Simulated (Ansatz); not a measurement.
# Calculations on SiNH₆Cl

### Relaxation

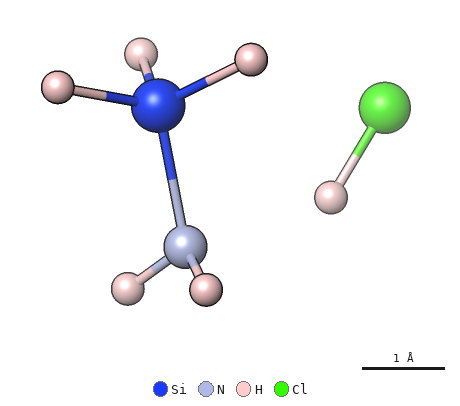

Starting structure of SiNH$_{6}$Cl. A ball-and-stick model, seen at a tilt.

The run prepares an end point of a later path (reaction) calculation, from a guessed geometry.

These are results of Ansatz, RKS B3LYP/def2-SVP, not measurements.

Input
```yaml
crystal:
  periodic: [false, false, false]
  atoms:
    - { symbol: Si, position_ang: [-0.069112, 0.140274, 0.185066] }
    - { symbol: "N", position_ang: [-0.030335, 0.079412, 1.979284] }
    - { symbol: H, position_ang: [-0.93556, 0.014708, 2.442506] }
    - { symbol: H, position_ang: [0.518035, 0.809734, 2.430834] }
    - { symbol: H, position_ang: [1.333457, 0.221405, -0.289332] }
    - { symbol: H, position_ang: [-0.800298, 1.343209, -0.33159] }
    - { symbol: H, position_ang: [-0.78614, -1.06609, -0.296514] }
    - { symbol: Cl, position_ang: [1.628468, -2.654294, 0.878818] }
    - { symbol: H, position_ang: [1.098686, -1.858258, 1.814227] }
basis:
  gaussian: { orbitals: def2-SVP }
hamiltonian:
  xc: b3lyp
relax:
  f_tol: 0.03
  max_steps: 50
```

Command:
```bash
ansatz run input.yaml --threads 1 --pin off --max-ram 2048MiB --backend cpu --events-out ev --progress --plain --runs-dir out
```

What does the optimiser find from here?

Answer. The atom that moves furthest after the best rigid fit is Cl8 (0.84 Å). Largest moves by element: Cl 0.84 Å, H 0.40 Å, N 0.30 Å, Si 0.20 Å. Near-neighbour distances that change, for instance: Si1–N2 1.796 → 1.769 Å, Cl8–H9 1.338 → 1.333 Å, Si1–H6 1.500 → 1.495 Å. Over 8 accepted moves (9 points after the start) the energy falls by 0.216 eV. Largest force component: 0.77 eV/Å at the start, 0.024 eV/Å at the end. The line search rejected the trial step at point 5 of the run.

The structure at the end:

```xyz
9

Si   -0.1535    0.2866    0.0775
N     0.0911   -0.1109    1.7840
H    -0.7481   -0.3152    2.3269
H     0.6745    0.5308    2.3212
H     1.1944    0.4268   -0.5332
H    -0.9168    1.5531   -0.1455
H    -0.9101   -0.8409   -0.5271
Cl    1.7042   -2.8200    1.7023
H     1.0216   -1.6802    1.8071
```

The end point in the same view:

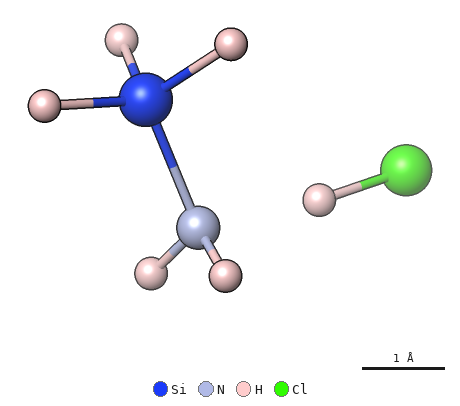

Limits of the set-up: the start holds two separate molecules, 2.2 Å apart at their closest, whose relative position is a soft coordinate and is computed without a dispersion correction.

### Relaxation

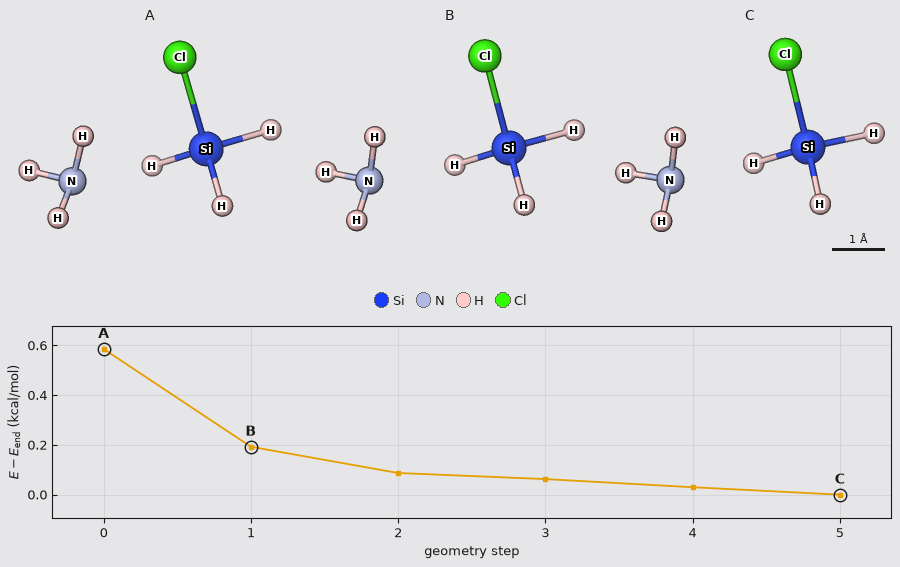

Frames of a relaxation of SiNH$_{6}$Cl, marked on the history of the run. Style: ball-and-stick. Shown at a tilt.

The run prepares an end point of a later path (reaction) calculation, from a guessed geometry.

Computed with RKS B3LYP/def2-SVP in Ansatz.

Input file:
```yaml
crystal:
  periodic: [false, false, false]
  atoms:
    - { symbol: Si, position_ang: [0.440884, -0.277437, -0.462711] }
    - { symbol: "N", position_ang: [-0.265733, -0.199063, 2.474178] }
    - { symbol: H, position_ang: [-1.115194, -0.404807, 3.005197] }
    - { symbol: H, position_ang: [0.225206, 0.535794, 2.989217] }
    - { symbol: H, position_ang: [0.854056, -0.307741, -1.897713] }
    - { symbol: H, position_ang: [0.609348, 1.108201, 0.034418] }
    - { symbol: H, position_ang: [-0.941523, -0.800217, -0.360202] }
    - { symbol: Cl, position_ang: [1.807827, -1.586385, 0.493848] }
    - { symbol: H, position_ang: [0.342329, -1.038245, 2.537068] }
basis:
  gaussian: { orbitals: def2-SVP }
hamiltonian:
  xc: b3lyp
relax:
  f_tol: 0.03
  max_steps: 50
```

Launched with:
```bash
ansatz run input.yaml --threads 1 --pin off --max-ram 2048MiB --backend cpu --events-out ev --progress --plain --runs-dir out
```

Q: What happens along the run?

A: Over 5 geometry steps the energy falls by 0.59 kcal/mol. The largest force component goes from 0.55 to 0.018 eV/Å. The largest move after the best rigid fit is that of H9, 0.18 Å. By element the largest moves are H 0.18 Å, Cl 0.14 Å, N 0.05 Å, Si 0.05 Å. Among the contacts that change: Si1–Cl8 2.121 → 2.096 Å, N2–H9 1.038 → 1.021 Å. The run took 16 s on 1 thread of Arm Neoverse V2, with other jobs on the host, peak memory 0.15 GiB. From step 0 to 1: H9 moves most (0.19 Å), energy −0.39 kcal/mol. From step 1 to 5: H3 moves most (0.10 Å), energy −0.19 kcal/mol.

Limits of the set-up: the start holds two separate molecules, 2.6 Å apart at their closest, whose relative position is a soft coordinate and is computed without a dispersion correction.

### Path

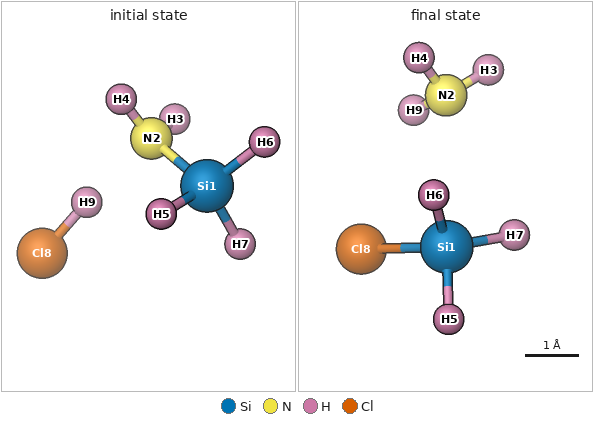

The two relaxed end points of a path for SiNH$_{6}$Cl. The picture is a ball-and-stick view, seen from a free direction.

Method: RKS B3LYP/def2-SVP in Ansatz 0.2.0.

Run with 7 movable images; climbing image; force threshold 0.03 eV/Å; iteration limit 60.

Start:
```xyz
9

Si   -0.1524    0.2850    0.0760
N     0.0900   -0.1096    1.7835
H    -0.7498   -0.3131    2.3256
H     0.6725    0.5332    2.3203
H     1.1962    0.4244   -0.5332
H    -0.9157    1.5509   -0.1503
H    -0.9080   -0.8437   -0.5277
Cl    1.7037   -2.8184    1.7086
H     1.0207   -1.6786    1.8105
```

End:
```xyz
9

Si    0.4526   -0.1781   -0.4964
N    -0.2319   -0.3349    2.5283
H    -1.1427   -0.5644    2.9300
H     0.1630    0.4001    3.1182
H     0.7516   -0.0815   -1.9564
H     0.5775    1.1756    0.0929
H    -0.8958   -0.7709   -0.3374
Cl    1.9214   -1.4610    0.2708
H     0.3615   -1.1548    2.6632
```

Q: Predict the minimum-energy path and its barrier.

A: The energy climbs by 0.44 eV to image 3 and then falls by 0.74 eV, so the end point sits at −0.30 eV. Breaking: Cl8–H9 (1.33 → 1.95 at the top → 2.87 Å), Si1–N2 (1.77 → 1.92 at the top → 3.11 Å). Forming: N2–H9 (1.82 → 1.07 at the top → 1.02 Å), Si1–Cl8 (3.97 → 2.69 at the top → 2.10 Å). The band converged in 18 iterations, with a climbing image at the top.

Energies of the converged images:

```json
{"image": "0", "path (Å)": "0.00", "E (eV)": "0.000"}
{"image": "1", "path (Å)": "0.56", "E (eV)": "0.030"}
{"image": "2", "path (Å)": "1.13", "E (eV)": "0.314"}
{"image": "3", "path (Å)": "1.69", "E (eV)": "0.445"}
{"image": "4", "path (Å)": "2.46", "E (eV)": "0.384"}
{"image": "5", "path (Å)": "3.24", "E (eV)": "0.160"}
{"image": "6", "path (Å)": "4.01", "E (eV)": "-0.199"}
{"image": "7", "path (Å)": "4.78", "E (eV)": "-0.301"}
{"image": "8", "path (Å)": "5.55", "E (eV)": "-0.299"}
```

The geometry at the top of the path:

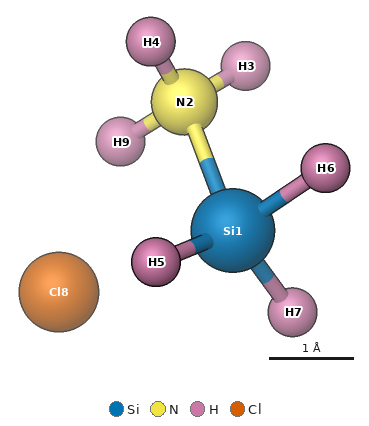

The run took 5 min on 1 thread of Arm Neoverse V2 (shared host), peak memory 0.15 GiB.
